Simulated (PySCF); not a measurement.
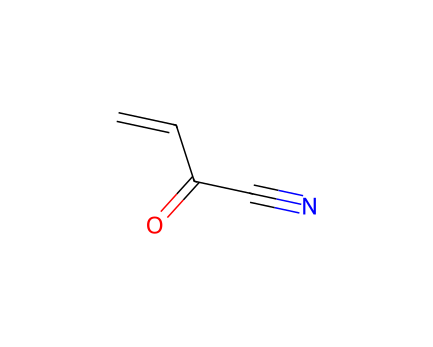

Write the SMILES.

Answer. C=CC(=O)C#N

What is the molecular formula?

Answer. C4H3NO.

More results for the same structure follow; atom numbers are the same in all pictures, views and colours differ. The computed structure is the end point of a PBE0-D3(BJ)/def2-SVP optimisation. No frequency run is at hand to confirm it as a minimum.

**Spin–spin coupling**

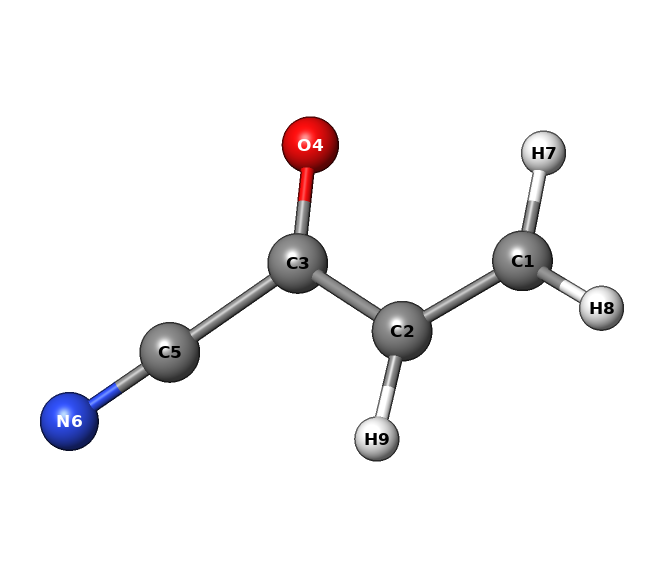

No frequency run is at hand to confirm it as a minimum. Properties computed with B3LYP/pcJ-1 indirect spin-spin coupling, non-relativistic, gas phase (PySCF 2.14.0). Isotopes: 13C, 1H, 15N, 17O.

Give the spin–spin coupling constants of these pairs, with the number of bonds between them: C1/H7, C2/H9, C3/O4, C5/N6, C3/N6, C3/H9, O4/C5, H7/H8, C1/O4, H7/H9.

```tsv
pair	bonds apart	J (Hz)
C1, H7	1	174.0
C2, H9	1	174.5
C3, O4	1	28.8
C5, N6	1	−15.9
C3, N6	2	2.8
C3, H9	2	7.9
O4, C5	2	−4.6
H7, H8	2	2.0
C1, O4	3	−7.2
H7, H9	3	18.8
```

**Dipole moment**

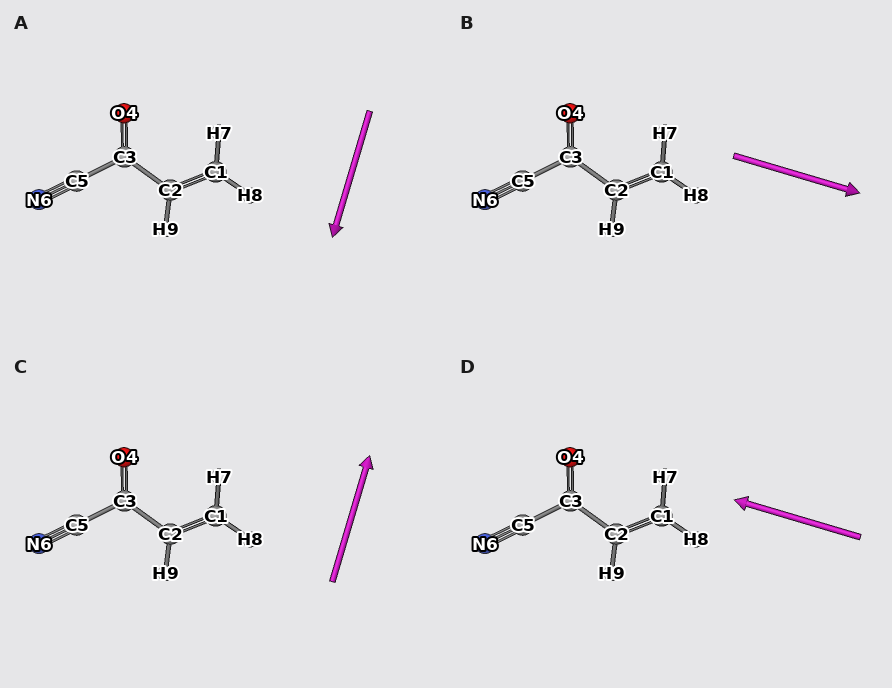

The same molecule four times, each with an arrow. No frequency run is at hand to confirm it as a minimum. Properties computed with B3LYP/def2-SVPD, gas phase (PySCF 2.14.0).

Which arrow points along the dipole moment, from the negative to the positive end?

Answer. B. The dipole moment is 4.28 D; it points from the side of N6 to the side of H8 (the outermost atoms at the two ends).

**Charges**

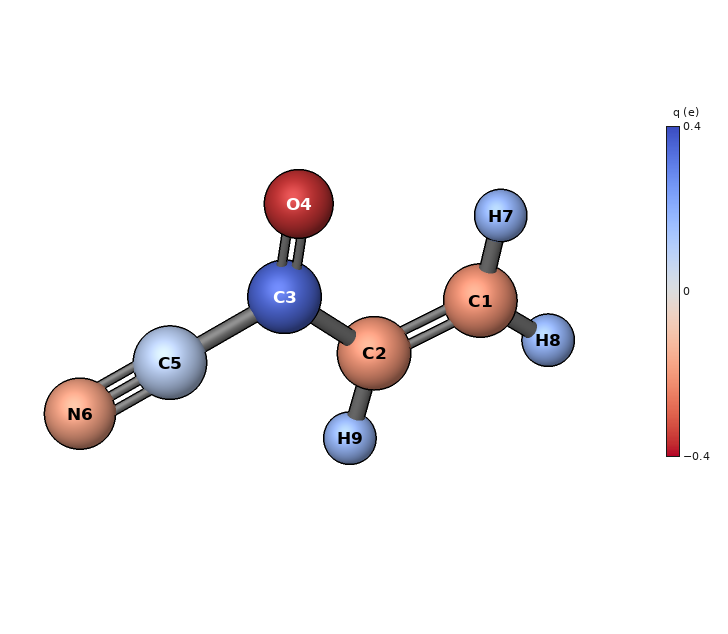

Atoms are coloured by their IAO charges. No frequency run is at hand to confirm it as a minimum. Level of theory: PBE0/pcSseg-1, gas phase (PySCF 2.14.0).

Which atom carries the highest charge (most positive or least negative)?

Answer. C3 (0.35 e).

And the lowest?

Answer. O4 (−0.36 e).

List the IAO charges.

```
atom  value (e)
  C1      −0.21
  C2      −0.20
  C3       0.35
  O4      −0.36
  C5       0.09
  N6      −0.18
  H7       0.18
  H8       0.17
  H9       0.17
```
